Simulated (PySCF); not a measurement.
A series of calculations on GaH₃S and related structures

**1. Relaxation**

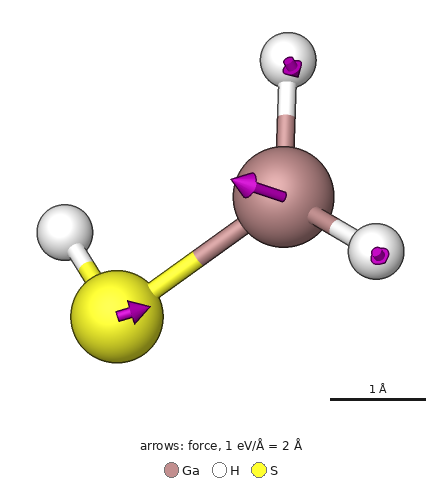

Starting geometry of GaH$_{3}$S with the computed forces as purple arrows. The picture is a ball-and-stick view, seen at a tilt.

It is one of the separated products of a reaction.

Computed with RKS PBE0-D4/def2-TZVP, density fitting in PySCF 2.14.0. 

Is this structure relaxed? If not, where do the atoms go?

It isn't relaxed: the largest force vector, on the Ga atom, is 0.35 eV/Å. The atoms end up moving mostly along the starting forces (cosine between the two patterns 0.91). Over 4 geometry steps the energy falls by 0.29 kcal/mol. The Ga atom moves most after the best rigid fit: 0.055 Å. By element the largest moves are Ga 0.055 Å, H 0.023 Å, S 0.015 Å. Near-neighbour distances that change, for instance: Ga–S 2.211 → 2.199 Å. Cost: 15 s on 4 threads of Arm Neoverse V2 (shared host).

**2. Relaxation**

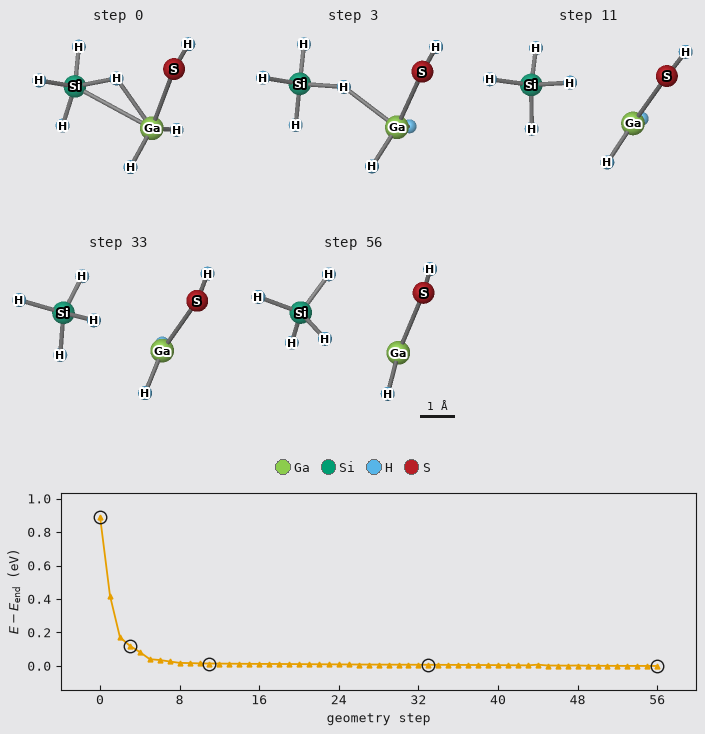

Frames of a relaxation of GaSiH7S (started from a transition state, displaced along its imaginary mode), marked on the history of the run. Style: ball-and-stick. Shown at a tilt.

Theory: RKS PBE0-D4/def2-TZVP, density fitting in PySCF. 

Describe the path.

Answer. After 56 geometry steps the energy has fallen by 0.892 eV. The largest move after the best rigid fit is that of an H atom, 1.28 Å. Largest moves by element: H 1.28 Å, S 0.45 Å, Ga 0.43 Å, Si 0.28 Å. Near-neighbour distances that change, for instance: H–S 2.102 → 3.413 Å, Ga–Si 2.720 → 3.322 Å, Ga–H 1.838 → 2.233 Å, Ga–S 2.343 → 2.211 Å. Among the angles between lasting bonds that change: H–Si–H 130.9° → 108.1°, H–Si–H 99.3° → 108.9°, H–Si–H 98.3° → 106.8°. From step 0 to 3: H and S atoms move most (0.43 Å), energy −0.772 eV. From step 3 to 11: an H atom moves most (0.47 Å), energy −0.106 eV. From step 11 to 33: an H atom moves most (0.53 Å), energy −0.008 eV. From step 33 to 56: H atoms move most (0.56 Å), energy −0.007 eV.

**3. Reaction**

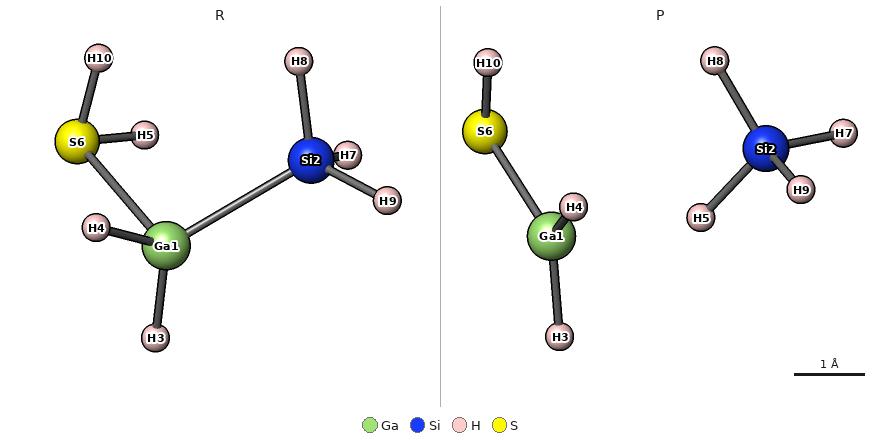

Reactant (R) and product (P) of one elementary step of GaSiH₇S. The picture is a ball-and-stick view, seen from a free direction.

Stationary points at PBE0-D4/def2-TZVP, single-point energies with CCSD(T)/CBS (def2-TZVPP where no basis is named; PySCF 2.14.0). The energies are electronic, without zero-point or thermal terms, and both ends are the minima reached downhill from the saddle, with any fragments still in contact. CCSD(T)/CBS stands for a frozen-core estimate: MP2 correlation extrapolated from def2-TZVPP and def2-QZVPP, CCSD(T) minus MP2 from the smaller set.

R:
```xyz
10

Ga   -0.1292   -1.3285   -0.0584
Si    1.4488    0.4794   -0.3149
H    -0.7851   -1.9687   -1.3403
H    -0.1709   -2.1375    1.2932
H    -1.9972    1.0945   -0.4384
S    -2.1730    0.1633    0.5153
H     0.9843    1.4576   -1.3468
H     1.5942    1.2644    0.9496
H     2.8191    0.0493   -0.7160
H    -1.5911    0.9260    1.4566
```

P:
```xyz
10

Ga   -1.0533   -1.2838    0.1083
Si    1.3962    0.8721   -0.5153
H    -1.3421   -2.0323   -1.2289
H     0.1162   -1.5888    1.1019
H     0.2619    0.0703   -1.0854
S    -2.6075    0.1478    0.7606
H     1.6661    1.9717   -1.4729
H     0.9896    1.4085    0.8027
H     2.5718   -0.0200   -0.3884
H    -1.9988    0.4542    1.9173
```

> What is the transition state like, and how high is the barrier?

Counted by bonded pieces, R holds GaSiH₇S and P holds GaH₃S + SiH₄. From R over the saddle to P, a bond forms: Si2–H5 (3.50 → 1.91 → 1.50 Å). Bonds break: Ga1–Si2 (2.41 → 2.61 → 3.32 Å), H5–S6 (1.34 → 1.69 → 3.41 Å). Bonds that stay but change much: Ga1–S6 (2.59 → 2.44 → 2.21 Å). The saddle has one imaginary mode, 963i cm⁻¹. With CCSD(T)/CBS the barrier is 0.97 eV from R and 1.48 eV from P, and P lies 0.51 eV below R.

Saddle geometry:

```xyz
10

Ga   -0.4817   -1.2507   -0.0251
Si    1.2206    0.6970   -0.3834
H    -0.7070   -1.8300   -1.4504
H    -0.0853   -1.9055    1.3287
H    -0.6510    0.5725   -0.0250
S    -2.2868    0.3447    0.3350
H     1.0737    1.5586   -1.5859
H     1.5628    1.5443    0.7907
H     2.3528   -0.2470   -0.6201
H    -1.9983    0.5158    1.6354
```

The saddle point in the same view, with dashed sticks for the bonds that form or break:

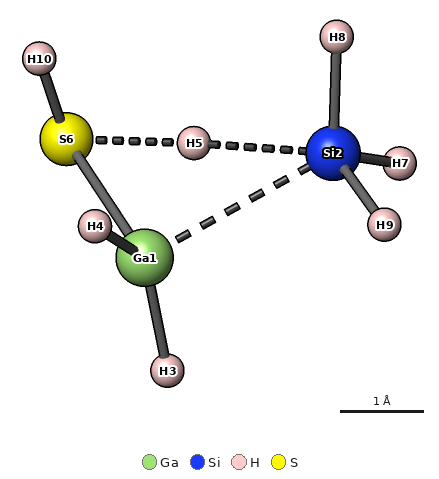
